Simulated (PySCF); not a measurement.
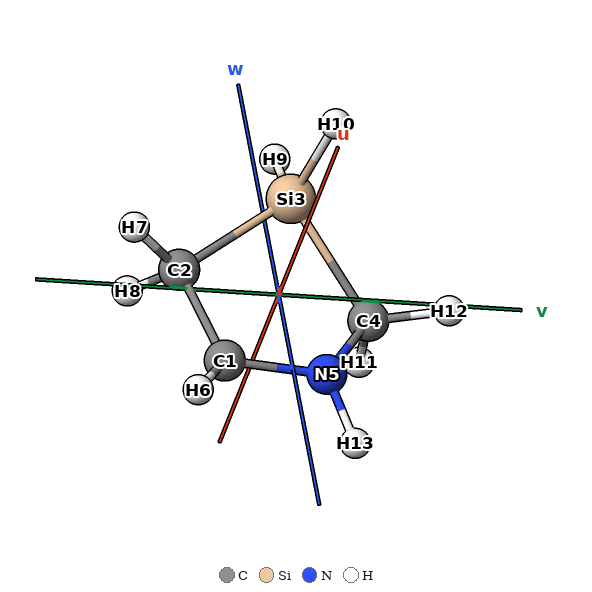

The lines u, v and w are the principal axes of the g tensor. The species is neutral and a spin doublet. Computed geometry: GFN2-xTB optimisation. No frequency run is at hand to confirm it as a minimum. Properties computed with UKS B3LYP, pcH-1 on C H N Si, non-relativistic, mean-field spin-orbit, GIAO (PySCF 2.14.0).

> Along which axis does g lie farthest from the free-electron value?

Along w: the shift is 1175 ppm.

Give the principal values and shifts.

| axis | g | shift (ppm) |
| --- | --- | --- |
| u | 2.00232 | 5 |
| v | 2.00283 | 511 |
| w | 2.00349 | 1175 |

The geometry is semi-empirical. Around Si such bond lengths and angles can be off by a tenth of an ångström or more and by several degrees, and values that hang on the shape move with them.
